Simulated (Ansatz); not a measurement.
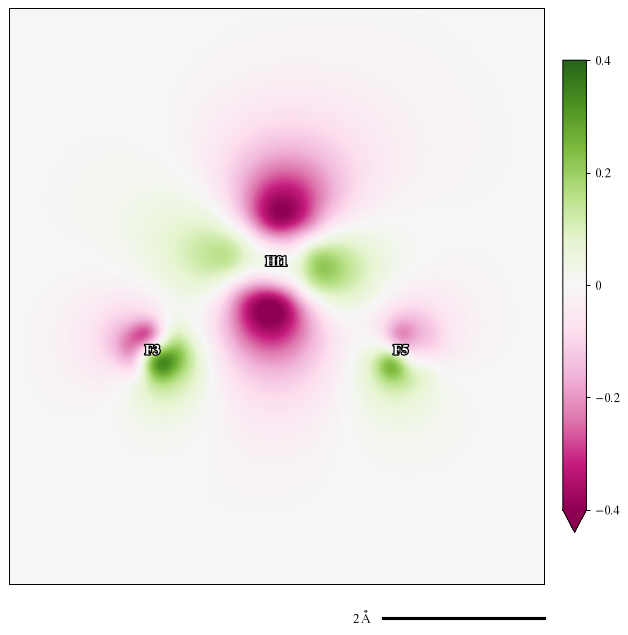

ClF3Hf. The LUMO on the plane of atoms F3, Hf1 and F5 (values in Å⁻³ᐟ²; the overall sign is arbitrary).

Core potentials replace the inner electrons of Hf.

All numbers below come from RKS LDA/def2-SVP in Ansatz 0.2.0.

The calculation's input:

```
crystal:
  periodic: [false, false, false]
  atoms:
    - { symbol: Hf, position_ang: [0.0, 0.0, 0.0] }
    - { symbol: Cl, position_ang: [0.0, 0.0, 2.52] }
    - { symbol: F, position_ang: [1.8671, 0.0, -0.6593] }
    - { symbol: F, position_ang: [-0.9326, 1.6157, -0.6593] }
    - { symbol: F, position_ang: [-0.9326, -1.6157, -0.6593] }
basis:
  gaussian: { orbitals: def2-SVP }
hamiltonian:
  xc: lda
relax:
  f_tol: 0.02
  max_steps: 40
output:
  orbitals: {}
```

Run with:

```sh
ansatz run input.yaml --threads 1 --pin off --max-ram 2048MiB --backend cpu --events-out ev --progress --plain --runs-dir out
```

The fields are those of the run's last geometry, not of the input's.

Question: Describe this orbital and give its energy.

Answer: Its weight (Hirshfeld) is mainly on Hf1 (about 70 %), Cl2 (about 10 %), F3 (about 5 %), F4 (about 5 %) and F5 (about 5 %). It is one of a degenerate set, so its orientation is arbitrary. Its energy is −2.14 eV.
